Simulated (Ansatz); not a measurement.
**CH$_{2}$ClSi (charge +1): density, localisation and related maps**

```yaml
atoms:
  - { symbol: C, position_ang: [-1.0822, -1.0326, -0.5369] }
  - { symbol: Cl, position_ang: [1.0675, -1.8813, 2.0308] }
  - { symbol: Si, position_ang: [-0.5389, -1.7669, 0.9270] }
  - { symbol: H, position_ang: [-1.8310, -0.2414, -0.4269] }
  - { symbol: H, position_ang: [-1.2908, -1.7156, -1.3668] }
```

Geometry: r2SCAN-D4/def2-TZVP.

Computed with Ansatz 0.2.0, isolated molecule in a Gaussian basis; Kohn-Sham density functional theory, functional PBE0.

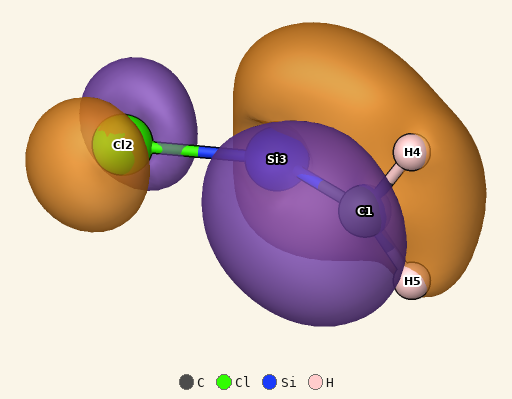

Figure 1. The HOMO at ±0.08 Å⁻³ᐟ² (orange and purple are the two phases), seen at a tilt.

### Describe this orbital and give its energy.

Its weight (Hirshfeld) is mainly on C1 (about 45 %), Si3 (about 40 %) and Cl2 (about 10 %). Its energy is −13.58 eV.

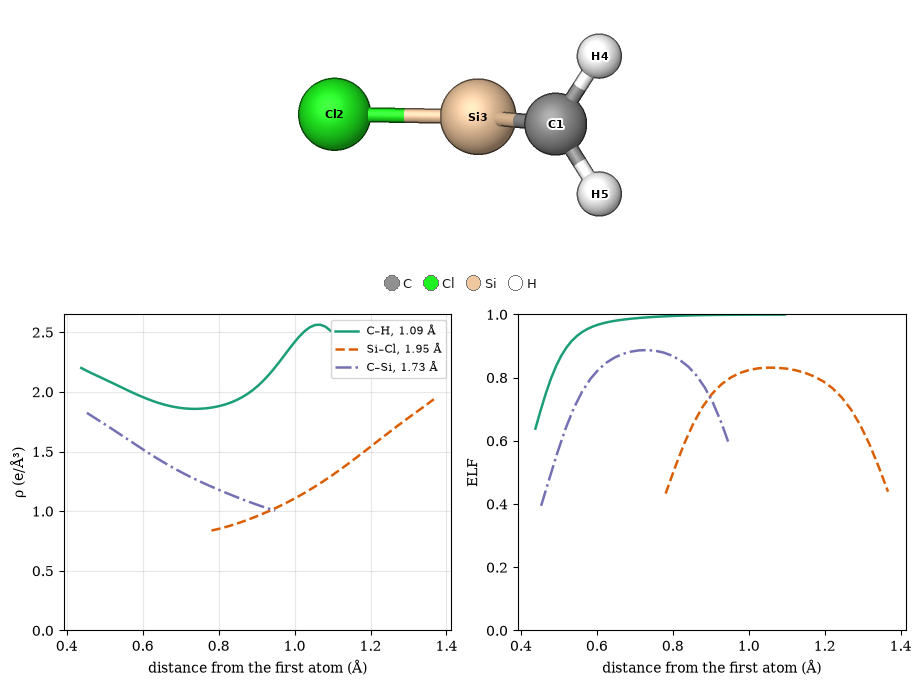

Figure 2. Total electron density and electron localisation function along straight lines between neighbouring atoms. The curves leave out the atomic cores. The structure is drawn too.

### Compare the contacts.

C–H (1.09 Å): ρ is about 2 e/Å³ halfway; the ELF climbs to about 1 towards the hydrogen, as it does in any bond to H: a covalent bond by its length.
Si–Cl (1.95 Å): the density is about 1.1 e/Å³ at the midpoint; the ELF peaks at about 0.85 between the atoms: a short, strongly polar bond.
C–Si (1.73 Å): ρ at the midpoint is about 1.1 e/Å³; the ELF peaks at about 0.90 between the atoms, as expected for a covalent bond.

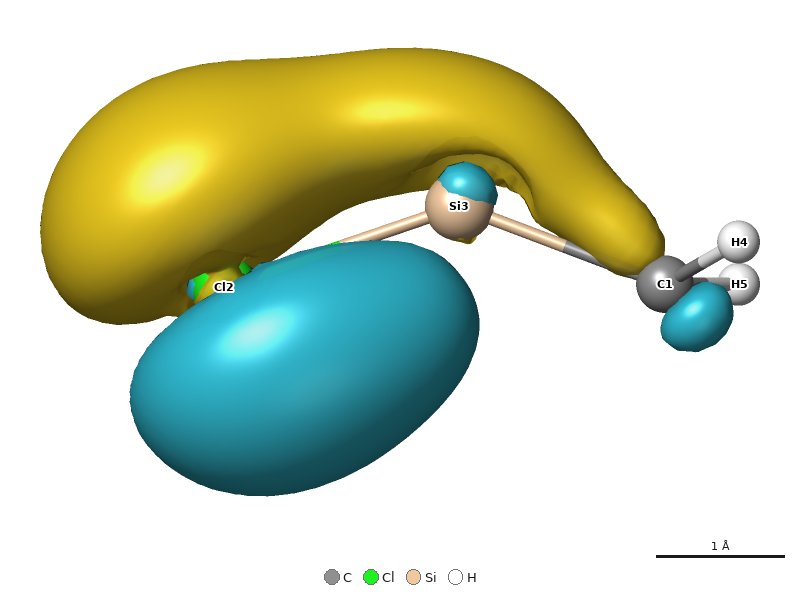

Figure 3. The HOMO−1 at ±0.1 Å⁻³ᐟ² (yellow and cyan are the two phases), seen from one side.

### Describe this orbital and give its energy.

Its weight (Hirshfeld) is mainly on Cl2 (about 80 %) and Si3 (about 15 %). Its energy is −16.69 eV.
